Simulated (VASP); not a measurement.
Band structure of PbTe (rock salt). These are rev-vdW-DF2, VASP's PBE PAW potentials (set 64) (plane waves; VASP 6.6.1) values and carry that method's errors.

Unless said otherwise, spin-orbit coupling is left out, though it shifts the bands of the heavy elements here.

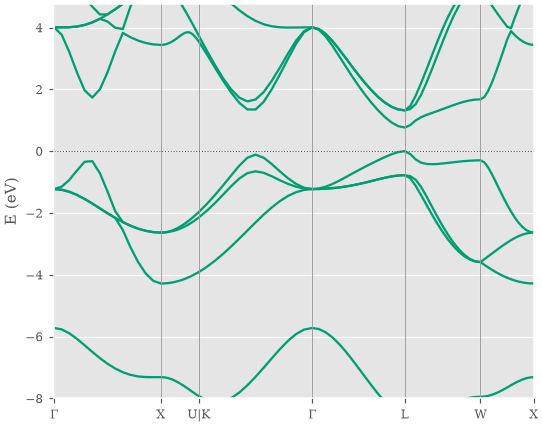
Figure. Bands along high-symmetry lines, zero at the valence-band maximum or, without a gap, the Fermi level

**Question.** Read the plot: is there a gap, and where are the band edges?

**Answer.** The gap is direct, 0.77 eV, from the valence maximum at L to the conduction minimum at L. (Edges off the drawn lines would not show.)

The compound is PbTe in the rock salt structure. It was relaxed first.
